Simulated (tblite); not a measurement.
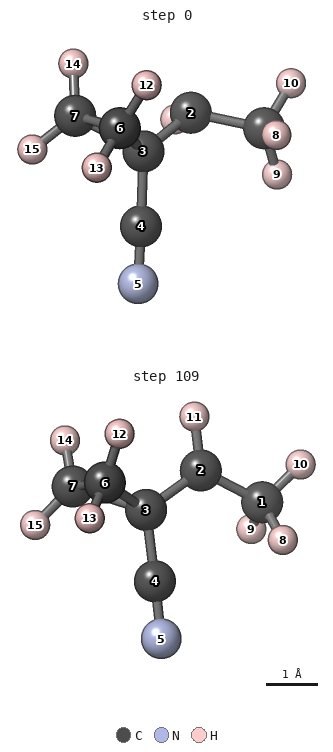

The structure of C₆H₈N (multiplicity 2) before (top) and after (bottom) a relaxation, at one scale.

A ball-and-stick model, seen from a free direction.

Computed with GFN2-xTB geometry optimisation, gas phase in tblite 0.8.0. 

Question: Summarise the run.

Answer: The energy falls by 19.5 kcal/mol in 109 geometry steps. H11 moves most after the best rigid fit: 1.93 Å. By element the largest moves are H 1.93 Å, N 0.60 Å, C 0.44 Å. Among the contacts that change: C3–C4 1.492 → 1.427 Å, C6–H13 1.126 → 1.080 Å, C2–H11 1.120 → 1.076 Å, C1–H10 1.119 → 1.087 Å. Among the angles between lasting bonds that change: C1–C2–H11 108.8° → 120.1°, C3–C2–H11 107.9° → 117.7°, C7–C6–H13 110.4° → 118.7°. The run took 0.55 s on 1 thread of Arm Neoverse V1 (shared host).
